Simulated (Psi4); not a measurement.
# Run report: C5H12O2 (charge +1), single-point calculation (part 1 of 2)

- system: C5H12O2 (diethoxymethane), charge +1, multiplicity 2
- method: MP2/def2-TZVP, UHF (Psi4 1.11)

The geometry is that of the parent species in another charge or spin state. The geometry comes from this level: PBE0-D4/def2-TZVP.

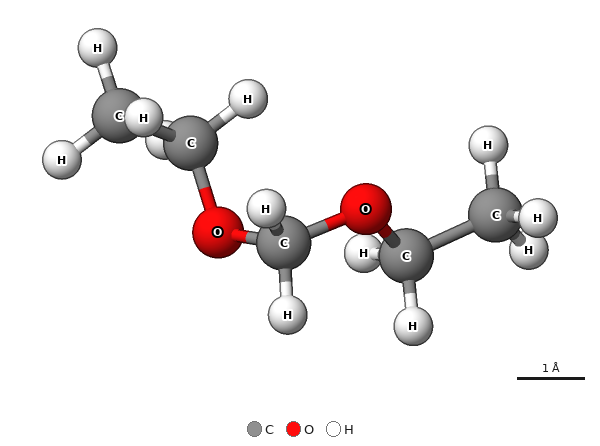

**Figure 1.** The structure (ball-and-stick view, seen at a tilt). Bond lengths as drawn: C–C 1.51 Å, C–H 1.09 to 1.10 Å and C–O 1.39 to 1.42 Å.

Results in brief:

```csv
quantity,value
outcome,converged
total energy,−347.092342 hartree
SCF energy,−345.840260 hartree
MP2 energy,−347.092342 hartree
correlation energy,−1.252082 hartree
basis functions,289
⟨S²⟩,0.763
hardware,"1 thread of Intel Xeon @ 2.50GHz (Skylake/Cascade Lake), 12 GiB of memory available, shared host"
wall time,27 s
peak memory,0.85 GiB
```

Input (run.py):
```python
import numpy as np
from ase.calculators.psi4 import Psi4
from ase import Atoms

atoms = Atoms(['C', 'C', 'O', 'C', 'O', 'C', 'C', 'H', 'H', 'H', 'H', 'H', 'H', 'H', 'H', 'H', 'H', 'H', 'H'], positions=[
    [-2.936020, 0.239340, -0.731640],
    [-1.557780, -0.367540, -0.883390],
    [-1.022920, -0.803800, 0.356670],
    [-0.381390, 0.196970, 1.083260],
    [0.818710, 0.616160, 0.517050],
    [1.830900, -0.372610, 0.535750],
    [3.083750, 0.215130, -0.059340],
    [-2.915160, 1.140740, -0.114810],
    [-3.620310, -0.475370, -0.270240],
    [-3.335300, 0.518070, -1.710180],
    [-0.866180, 0.337100, -1.358580],
    [-1.604530, -1.257450, -1.515520],
    [-0.215620, -0.229180, 2.080880],
    [-0.997400, 1.100170, 1.160560],
    [2.005080, -0.693710, 1.573690],
    [1.505610, -1.253850, -0.028850],
    [2.910470, 0.523740, -1.092230],
    [3.409140, 1.088900, 0.508600],
    [3.888940, -0.522780, -0.051670],
])
calc = Psi4(atoms=atoms, method='mp2', basis='def2-TZVP', memory='2200MB', num_threads=1, charge=1, multiplicity=2, label='psi4-calc', reference='uhf')
calc.psi4.set_options({'puream': True, 'e_convergence': 1e-09, 'd_convergence': 1e-08, 'scf_type': 'df', 'num_frozen_docc': 7, 'maxiter': 100})
atoms.calc = calc

print(f'energy: {atoms.get_potential_energy():.6f} eV')
```

Launch command:
```bash
python run.py
```

Output:
```
=> Loading Basis Set <=

    Name: DEF2-TZVP
    Role: ORBITAL
    Keyword: BASIS

         ---------------------------------------------------------
                                   SCF
                              UHF Reference
                        1 Threads,   2098 MiB Core
         ---------------------------------------------------------

  ==> Geometry <==

    Molecular point group: c1
    Full point group: C1

    Geometry (in Angstrom), charge = 1, multiplicity = 2:

       Center              X                  Y                   Z               Mass
    ------------   -----------------  -----------------  -----------------  -----------------
         C           -2.910782891106     0.275726696657    -0.851601143122    12.000000000000
         C           -1.532542891106    -0.331153303343    -1.003351143122    12.000000000000
         O           -0.997682891106    -0.767413303343     0.236708856878    15.994914619570
         C           -0.356152891106     0.233356696657     0.963298856878    12.000000000000
         O            0.843947108894     0.652546696657     0.397088856878    15.994914619570
         C            1.856137108894    -0.336223303343     0.415788856878    12.000000000000
         C            3.108987108894     0.251516696657    -0.179301143122    12.000000000000
         H           -2.889922891106     1.177126696657    -0.234771143122     1.007825032230
         H           -3.595072891106    -0.438983303343    -0.390201143122     1.007825032230
         H           -3.310062891106     0.554456696657    -1.830141143122     1.007825032230
         H           -0.840942891106     0.373486696657    -1.478541143122     1.007825032230
         H           -1.579292891106    -1.221063303343    -1.635481143122     1.007825032230
         H           -0.190382891106    -0.192793303343     1.960918856878     1.007825032230
         H           -0.972162891106     1.136556696657     1.040598856878     1.007825032230
         H            2.030317108894    -0.657323303343     1.453728856878     1.007825032230
         H            1.530847108894    -1.217463303343    -0.148811143122     1.007825032230
         H            2.935707108894     0.560126696657    -1.212191143122     1.007825032230
         H            3.434377108894     1.125286696657     0.388638856878     1.007825032230
         H            3.914177108894    -0.486393303343    -0.171631143122     1.007825032230

  Running in c1 symmetry.

  Rotational constants: A =      0.22657  B =      0.03876  C =      0.03738 [cm^-1]
  Rotational constants: A =   6792.52482  B =   1161.88343  C =   1120.55323 [MHz]
  Nuclear repulsion =  333.830921859183434

  Charge       = 1
  Multiplicity = 2
  Electrons    = 57
  Nalpha       = 29
  Nbeta        = 28

  ==> Algorithm <==

  SCF Algorithm Type is DF.
  DIIS enabled.
  MOM disabled.
  Fractional occupation disabled.
  Guess Type is SAD.
  Energy threshold   = 1.00e-09
  Density threshold  = 1.00e-08
  Integral threshold = 1.00e-12

  ==> Primary Basis <==

  Basis Set: DEF2-TZVP
    Blend: DEF2-TZVP
    Number of shells: 125
    Number of basis functions: 289
    Number of Cartesian functions: 324
    Spherical Harmonics?: true
    Max angular momentum: 3

   => Loading Basis Set <=

    Name: (DEF2-TZVP AUX)
    Role: JKFIT
    Keyword: DF_BASIS_SCF

  ==> Integral Setup <==

  DFHelper Memory: AOs need 0.441 GiB; user supplied 1.537 GiB.
  SCF_SUBTYPE=INCORE selected. In-core MEM_DF algorithm will be used.
  Using in-core AOs.

  ==> MemDFJK: Density-Fitted J/K Matrices <==

    J tasked:                   Yes
    K tasked:                   Yes
    wK tasked:                   No
    Memory [MiB]:              1573
    Algorithm:                 Core
    Schwarz Cutoff:           1E-12
    Mask sparsity (%):       9.5976
    Fitting Condition:        1E-10

   => Auxiliary Basis Set <=

  Basis Set: (DEF2-TZVP AUX)
    Blend: DEF2-UNIVERSAL-JKFIT
    Number of shells: 247
    Number of basis functions: 745
    Number of Cartesian functions: 871
    Spherical Harmonics?: true
    Max angular momentum: 4

  Minimum eigenvalue in the overlap matrix is 3.3269665559E-04.
  Reciprocal condition number of the overlap matrix is 3.7026179688E-05.
    Using symmetric orthogonalization.

  ==> Pre-Iterations <==

  SCF Guess: Superposition of Atomic Densities via on-the-fly atomic UHF (no occupation information).

   -------------------------
    Irrep   Nso     Nmo
   -------------------------
     A        289     289
   -------------------------
    Total     289     289
   -------------------------

  ==> Iterations <==

                           Total Energy        Delta E     RMS |[F,P]|

   @DF-UHF iter SAD:  -345.34428922536449   -3.45344e+02   0.00000e+00
   @DF-UHF iter   1:  -345.57825319473568   -2.33964e-01   2.01190e-03 ADIIS/DIIS
   @DF-UHF iter   2:  -345.76530351502697   -1.87050e-01   8.88556e-04 ADIIS/DIIS
   @DF-UHF iter   3:  -345.80532803418510   -4.00245e-02   3.60087e-04 ADIIS/DIIS
   @DF-UHF iter   4:  -345.82209542789224   -1.67674e-02   2.08162e-04 ADIIS/DIIS
   @DF-UHF iter   5:  -345.83138719896345   -9.29177e-03   1.63100e-04 ADIIS/DIIS
   @DF-UHF iter   6:  -345.83898019535127   -7.59300e-03   7.27831e-05 DIIS
   @DF-UHF iter   7:  -345.83964842384773   -6.68228e-04   5.23722e-05 DIIS
   @DF-UHF iter   8:  -345.84004521053208   -3.96787e-04   1.85508e-05 DIIS
   @DF-UHF iter   9:  -345.84011954989450   -7.43394e-05   1.20950e-05 DIIS
   @DF-UHF iter  10:  -345.84016044316945   -4.08933e-05   9.49461e-06 DIIS
   @DF-UHF iter  11:  -345.84019381405716   -3.33709e-05   7.45603e-06 DIIS
   @DF-UHF iter  12:  -345.84023052710711   -3.67130e-05   5.26601e-06 DIIS
   @DF-UHF iter  13:  -345.84025432119887   -2.37941e-05   2.72485e-06 DIIS
   @DF-UHF iter  14:  -345.84025984906043   -5.52786e-06   1.02534e-06 DIIS
   @DF-UHF iter  15:  -345.84026018699041   -3.37930e-07   4.97725e-07 DIIS
   @DF-UHF iter  16:  -345.84026024246754   -5.54771e-08   2.67454e-07 DIIS
   @DF-UHF iter  17:  -345.84026026043165   -1.79641e-08   1.40043e-07 DIIS
   @DF-UHF iter  18:  -345.84026026599929   -5.56764e-09   6.95891e-08 DIIS
   @DF-UHF iter  19:  -345.84026026730959   -1.31030e-09   3.67627e-08 DIIS
   @DF-UHF iter  20:  -345.84026026762899   -3.19403e-10   1.78570e-08 DIIS
   @DF-UHF iter  21:  -345.84026026769027   -6.12772e-11   8.29941e-09 DIIS
  Energy and wave function converged.

  ==> Post-Iterations <==

   @Spin Contamination Metric:   1.332543130E-02
   @S^2 Expected:                7.500000000E-01
   @S^2 Observed:                7.633254313E-01
   @S   Expected:                5.000000000E-01
   @S   Observed:                5.000000000E-01

    Orbital Energies [Eh]
    ---------------------

    Alpha Occupied:

       1A    -20.990927     2A    -20.766020     3A    -11.555499
       4A    -11.510767     5A    -11.436466     6A    -11.397472
       7A    -11.351794     8A     -1.800512     9A     -1.586058
      10A     -1.277919    11A     -1.191525    12A     -1.134744
      13A     -1.086197    14A     -1.054323    15A     -1.014199
      16A     -0.945599    17A     -0.929182    18A     -0.855496
      19A     -0.846560    20A     -0.808927    21A     -0.757824
      22A     -0.747164    23A     -0.728752    24A     -0.719889
      25A     -0.708629    26A     -0.694724    27A     -0.668968
      28A     -0.636016    29A     -0.621475

    Alpha Virtual:

      30A     -0.024676    31A      0.006250    32A      0.010447
      33A      0.023997    34A      0.034131    35A      0.050743
      36A      0.059989    37A      0.063556    38A      0.066000
      39A      0.086261    40A      0.092445    41A      0.101175
      42A      0.105668    43A      0.120874    44A      0.131413
      45A      0.146294    46A      0.149133    47A      0.174857
      48A      0.192343    49A      0.198584    50A      0.219179
      51A      0.224226    52A      0.232494    53A      0.245157
      54A      0.264483    55A      0.277014    56A      0.308906
      57A      0.316293    58A      0.329647    59A      0.338320
      60A      0.360704    61A      0.375788    62A      0.379199
      63A      0.389997    64A      0.405225    65A      0.414825
      66A      0.420156    67A      0.441168    68A      0.453744
      69A      0.467962    70A      0.480801    71A      0.481815
      72A      0.484194    73A      0.507540    74A      0.518968
      75A      0.523631    76A      0.538573    77A      0.549913
      78A      0.561934    79A      0.572212    80A      0.599101
      81A      0.611228    82A      0.642042    83A      0.648834
      84A      0.668910    85A      0.679870    86A      0.727531
      87A      0.751350    88A      0.773431    89A      0.809571
      90A      0.840133    91A      0.855414    92A      0.865631
      93A      0.878867    94A      0.889876    95A      0.914014
      96A      0.929649    97A      0.960083    98A      0.989449
      99A      1.041125   100A      1.055626   101A      1.058235
     102A      1.091789   103A      1.099462   104A      1.138581
     105A      1.146862   106A      1.163249   107A      1.178368
     108A      1.200808   109A      1.217400   110A      1.225412
     111A      1.262969   112A      1.291600   113A      1.462434
     114A      1.501285   115A      1.557945   116A      1.568220
     117A      1.583596   118A      1.601650   119A      1.615899
     120A      1.628169   121A      1.638156   122A      1.643824
     123A      1.663362   124A      1.678074   125A      1.679972
     126A      1.683864   127A      1.689809   128A      1.715617
     129A      1.727747   130A      1.739061   131A      1.761111
     132A      1.800996   133A      1.830414   134A      1.836689
     135A      1.853130   136A      1.880185   137A      1.884517
     138A      1.915010   139A      1.930883   140A      1.961306
     141A      1.981095   142A      1.987227   143A      1.998146
     144A      2.020780   145A      2.053466   146A      2.061902
     147A      2.083780   148A      2.104326   149A      2.159445
     150A      2.180845   151A      2.218911   152A      2.232766
     153A      2.262245   154A      2.329908   155A      2.392684
     156A      2.422553   157A      2.436369   158A      2.454756
     159A      2.461336   160A      2.468112   161A      2.480865
     162A      2.483741   163A      2.503469   164A      2.512610
     165A      2.526384   166A      2.533515   167A      2.552550
     168A      2.568383   169A      2.577946   170A      2.605404
     171A      2.618361   172A      2.647567   173A      2.653132
     174A      2.667812   175A      2.683896   176A      2.696924
     177A      2.717677   178A      2.733670   179A      2.744598
     180A      2.751620   181A      2.759516   182A      2.781353
     183A      2.793958   184A      2.815066   185A      2.839814
     186A      2.877980   187A      2.894229   188A      2.947332
     189A      2.958115   190A      3.003493   191A      3.054478
     192A      3.095810   193A      3.114989   194A      3.150038
     195A      3.172717   196A      3.188969   197A      3.198462
     198A      3.226980   199A      3.241183   200A      3.247893
     201A      3.266696   202A      3.279267   203A      3.288365
     204A      3.308342   205A      3.317052   206A      3.349557
```
